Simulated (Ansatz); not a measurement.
# Work function of Ta(110): what the settings cost and change, part 2 of 2

How far do functional and pseudopotentials move the work function of Ta(110), and at what cost?

Ansatz 0.2.0; plane-wave DFT, PBE, Ansatz PAW (the session's first sound run).

So far, work function, upper face (eV): step 2 (slab, setting PBE, Ansatz PAW (420 eV)) 4.79; step 5 (RPBE) 4.67; step 6 (r2SCAN) 4.89; step 7 (PBE JTH) 4.79; step 8 (PBE norm-conserving) 4.78.

### 9. Slab

This step: plane-wave DFT, LDA, norm-conserving (Ansatz 0.2.0).

The input, input.yaml:

```yaml
crystal:
  lattice:
    - [2.3405234457, -1.655, 0.0]
    - [2.3405234457, 1.655, 0.0]
    - [0.0, 0.0, 32.0431406744]
  atoms:
    - { symbol: Ta, position: [0.0, 0.0, 0.2808713444] }
    - { symbol: Ta, position: [0.5, 0.5, 0.3539142296] }
    - { symbol: Ta, position: [0.0, 0.0, 0.4269571148] }
    - { symbol: Ta, position: [0.5, 0.5, 0.5] }
    - { symbol: Ta, position: [0.0, 0.0, 0.5730428852] }
    - { symbol: Ta, position: [0.5, 0.5, 0.6460857704] }
    - { symbol: Ta, position: [0.0, 0.0, 0.7191286556] }
kpoints:
  mp_grid: { grid: [15, 15, 1] }
hamiltonian:
  xc: lda
  pseudopotentials: { kind: nc }
scf:
  occupations: { method: fermi_dirac, width: 0.1 }
  convergence: { dr2_threshold: 1.0e-09 }
efield:
  axis: 3
  dipole_correction: true
  ramp_position: 0.97
  ramp_width: 0.06
output:
  write_potential: true
  write_density: true
  volumetric_format: npy
```

The run is started by

```bash
$ ansatz run input.yaml --threads 2 --pin off --max-ram 3072MiB --backend cpu --events-out ev --progress --plain --runs-dir out
```

Numbers of over 12 decimals in the logs are rounded to 6 here.

The log of the run:

```text
[...]
Crystal: 7 atoms, lattice volume = 248.242 Å³
Basis set: ecut = 789.130201 eV, 12635 PW (Γ)
Bands: 55, of which v1, the nominal top of the filled ones, is band 46 counted from 1 (45 counted from 0)
Symmetry: 4 space group operations
k-points: 64 of 225
[...]
k-point 0: bands = [... 42 lower, 6.9849, 7.0176, 7.0683, 7.3079, 7.4171, 7.4889, 7.6650, 7.7096, ... 5 higher]
  k-point 1: bands = [... 42 lower, 6.8749, 6.8837, 7.0614, 7.2237, 7.3636, 7.4840, 7.5541, 7.7433, ... 5 higher]
  k-point 2: bands = [... 42 lower, 6.5828, 6.7113, 6.8759, 7.0916, 7.1456, 7.1520, 7.4949, 7.8337, ... 5 higher]
  k-point 63: bands = [... 42 lower, 6.6345, 7.3754, 7.5769, 8.3866, 8.7890, 8.9054, 9.0324, 9.4381, ... 5 higher]
[key lines of the parts left out:]
SCF converged after 10 iterations
Free energy (F): -12409.543562 eV
Fermi energy:    6.882694 eV
Dipole field:    D = 0.000000 V/Å  (p = 0.000000 e·Å, saw-weighted, corrected)
Work function:   Φ+ = 5.0111 eV   Φ− = 5.0111 eV
```

Run time: 6.7 min. Hardware: 2 threads of Arm Neoverse N1, shared host; peak memory 2 GiB; 13 min of CPU time.

The work function is 5.011 eV, +0.222 eV from the run “PBE, Ansatz PAW (420 eV)”, at 3.3 times its CPU time.

### 10. Slab, setting PBE, all layers relaxed

This step: plane-wave DFT, PBE, Ansatz PAW (Ansatz 0.2.0).

Changes to input.yaml since step 9:

```diff
@@ -16,4 +16,3 @@
 hamiltonian:
-  xc: lda
-  pseudopotentials: { kind: nc }
+  xc: pbe
 scf:
@@ -26,2 +25,5 @@
   ramp_width: 0.06
+relax:
+  f_tol: 0.01
+  max_steps: 40
 output:
```

The log of the run:

```text
[...]
Crystal: 7 atoms, lattice volume = 248.242 Å³
Basis set: ecut = 420 eV, 4877 PW (Γ), exchange–correlation on 40×40×432 points (8 copies of the dense FFT grid, shifted against one another)
Bands: 55, of which v1, the nominal top of the filled ones, is band 46 counted from 1 (45 counted from 0)
Symmetry: 4 space group operations
k-points: 64 of 225
[...]
- { symbol: Ta, position: [0.5, 0.5, 0.352911] }
    - { symbol: Ta, position: [1.9158575134831214e-19, 1.9158575134831176e-19, 0.426453] }
    - { symbol: Ta, position: [0.5, 0.5, 0.500000] }
    - { symbol: Ta, position: [-1.9158589013618787e-19, -1.9158589013618753e-19, 0.573547] }
    - { symbol: Ta, position: [0.5, 0.5, 0.647089] }
    - { symbol: Ta, position: [6.485872421845523e-19, 6.485872421845514e-19, 0.717422] }
[key lines of the parts left out:]
SCF converged after 8 iterations
Free energy (F): -69523.614511 eV
Fermi energy:    7.291617 eV
Dipole field:    D = 0.000000 V/Å  (p = 0.000000 e·Å, saw-weighted, corrected)
Work function:   Φ+ = 4.7397 eV   Φ− = 4.7397 eV
```

It took 6.1 min on 2 threads; peak memory 0.86 GiB.

The relaxation took 4 steps and lowered the energy by 0.040 eV; the largest force on the free atoms ends at 0.0029 eV/Å.

The work function is 4.740 eV, -0.049 eV from the run “PBE, Ansatz PAW (420 eV)”, at 3.0 times its CPU time.

### 11. Slab

This step: plane-wave DFT, PBE, fully relativistic PAW with spin-orbit coupling (Ansatz 0.2.0).

Changes to input.yaml since step 10:

```diff
@@ -17,2 +17,3 @@
   xc: pbe
+  pseudopotentials: { kind: paw_fr }
 scf:
@@ -25,5 +26,5 @@
   ramp_width: 0.06
-relax:
-  f_tol: 0.01
-  max_steps: 40
+magnetization:
+  noncollinear: true
+  spin_orbit: true
 output:
```

The log of the run:

```text
[...]
non-collinear run that drives no moment, with spin-orbit: no starting moment large enough to seed its density (crystal.atoms[].spin), no starting occupations that ask for one, no magnetisation constraint and no magnetic field, so the semilocal B_xc is pinned to zero
Crystal: 7 atoms, lattice volume = 248.242 Å³
[...]
k-point 1: bands = [... 87 lower, 7.2930, 7.4646, 7.4646, 7.6469, 7.6469, 7.7432, 7.7432, 7.7748, ... 15 higher]
  k-point 2: bands = [... 87 lower, 7.1255, 7.2966, 7.2966, 7.4056, 7.4056, 7.5281, 7.5281, 7.6017, ... 15 higher]
  k-point 63: bands = [... 87 lower, 7.6786, 7.9607, 7.9607, 8.8009, 8.8009, 9.0799, 9.0799, 9.2639, ... 15 higher]
[key lines of the parts left out:]
SCF converged after 14 iterations
Magnetization: |M| = 0.0000 μB,  M = (+0.0000, +0.0000, +0.0000) μB
Free energy (F): -69681.496098 eV
Fermi energy:    7.256667 eV
Dipole field:    D = 0.000000 V/Å  (p = 0.000000 e·Å, saw-weighted, corrected)
Work function:   Φ+ = 4.7890 eV   Φ− = 4.7891 eV
```

It took 21 min on 2 threads; peak memory 2.8 GiB; 41 min of CPU time.

The work function is 4.789 eV, +0.000 eV from the run “PBE, Ansatz PAW (420 eV)”, at 10 times its CPU time.

### 12. Side by side

Times are for 2 threads of Arm Neoverse N1, shared host. The runs compared:

```csv
no.,setting,"work function, upper face (eV)",time,memory (GiB)
1,"PBE, Ansatz PAW (420 eV)",4.789,2 min,1.1
2,"LDA, Ansatz PAW (420 eV)",5.013,2 min,1.1
3,"PBEsol, Ansatz PAW (420 eV)",4.878,2 min,1.1
4,"RPBE, Ansatz PAW (420 eV)",4.670,1.9 min,1.1
5,"r2SCAN, Ansatz PAW (500 eV)",4.892,3.6 min,1.7
6,"PBE, JTH PAW (1290 eV)",4.795,10 min,2.7
7,"PBE, norm-conserving (1000 eV)",4.782,21 min,2.8
8,"LDA, norm-conserving (789 eV)",5.011,6.7 min,2.0
9,"PBE, all layers relaxed",4.740,6.1 min,0.86
10,PBE with spin-orbit coupling (420 eV),4.789,21 min,2.8
```

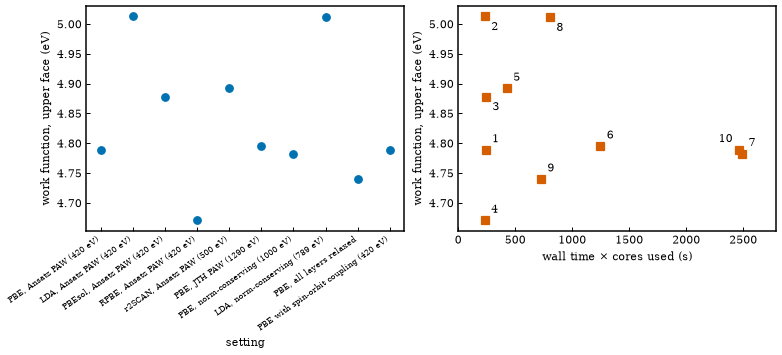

The series as plots; the last panel sets the first result against cost, with the runs numbered as in the table.

### 13. A changed input

This step: plane-wave DFT, PBE, Ansatz PAW (Ansatz 0.2.0).

An input spoilt on purpose, to show how the run answers: it repeats the earlier run “PBE, Ansatz PAW (420 eV)” with efield.amplitude to 0 and efield.dipole_correction from true to false, and scf.max_iter set to 50; its output block differs too.

Changes to input.yaml since step 11:

```diff
@@ -17,3 +17,2 @@
   xc: pbe
-  pseudopotentials: { kind: paw_fr }
 scf:
@@ -21,10 +20,9 @@
   convergence: { dr2_threshold: 1.0e-09 }
+  max_iter: 50
 efield:
   axis: 3
-  dipole_correction: true
+  dipole_correction: false
   ramp_position: 0.97
   ramp_width: 0.06
-magnetization:
-  noncollinear: true
-  spin_orbit: true
+  amplitude: 0
 output:
```

The log of the run:

```text
Error: invalid value for `efield.amplitude`: is zero with dipole_correction: false — the section would apply nothing; set a non-zero amplitude, enable dipole_correction, or remove the block
```

Run time: 0.02 s. Hardware: 2 threads; peak memory 0.1 GiB.

The input was rejected at the start.

The program's message: “Error: invalid value for `efield.amplitude`: is zero with dipole_correction: false — the section would apply nothing; set a non-zero amplitude, enable dipole_correction, or remove the block”

The fault put into the input: a field block that applies nothing.

### 14. What came out

```yaml
work_function_pbe_ansatz_paw_420_ev: 4.789 eV
work_function_lda_ansatz_paw_420_ev: 5.013 eV
work_function_rpbe_ansatz_paw_420_ev: 4.670 eV
work_function_r2scan_ansatz_paw_500_ev: 4.892 eV
work_function_pbe_all_layers_relaxed: 4.740 eV
work_function_pbe_with_spin_orbit_coupling_420_ev: 4.789 eV
```

PBE on the default files gives 4.79 eV, and the settings tried spread the value from 4.67 to 5.01 eV. At one geometry LDA lies 0.22 eV above PBE. The choice of pseudopotentials moves the PBE value by 0.013 eV. Relaxing the layers changes it by -0.049 eV. Spin-orbit coupling, on the fully relativistic files, changes it by +0.00 eV. The ladder's slabs use the tabulated experimental lattice constant (two decimals; a low-temperature value for the alkali metals).

Calculation against experiment:

| quantity | measured | PBE, Ansatz PAW (420 eV) | LDA, Ansatz PAW (420 eV) | r2SCAN, Ansatz PAW (500 eV) | LDA, norm-conserving (789 eV) | PBE, all layers relaxed | PBE with spin-orbit coupling (420 eV) |
| --- | --- | --- | --- | --- | --- | --- | --- |
| work function (clean (110) face, a compiled value) (eV) | 4.74 | 4.79 (+0.05 eV) | 5.01 (+0.27 eV) | 4.89 (+0.15 eV) | 5.01 (+0.27 eV) | 4.74 (-0.00 eV) | 4.79 (+0.05 eV) |

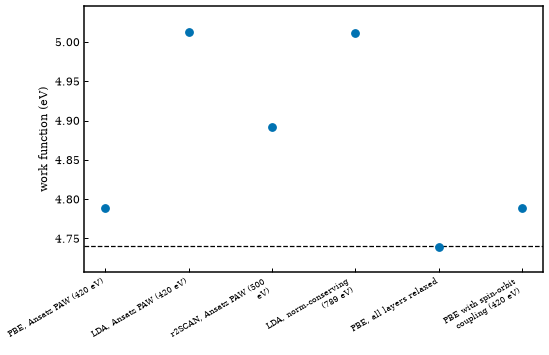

The work function by level; the dashed line is the measured value.

Of 8 levels, the nearest, the farthest and some others are shown.

Measured values from arxiv:1902.07811 (2019).

Verdict: For the work function, of the levels listed nearest comes PBE, all layers relaxed (-0.00 eV, good agreement) and farthest LDA, Ansatz PAW (420 eV) (+0.27 eV, fair agreement). The grades are ours: good and fair within 3 and 7 % for the work function.

[Logs are printed without paths, hosts, clocks, repeated set-up lines and the standing remarks that a program may print on its own settings, such as how far it seeks lower states.]

[Hosts, paths, dates, database ids (printed as entryN), source tags and the programs' standing remarks are cut or masked in the printed files.]

[Maps of the electrostatic potential energy from Ansatz leave out the sawtooth potential of an applied field or a dipole correction, so their vacuum need not be flat; planar profiles and work functions include it.]
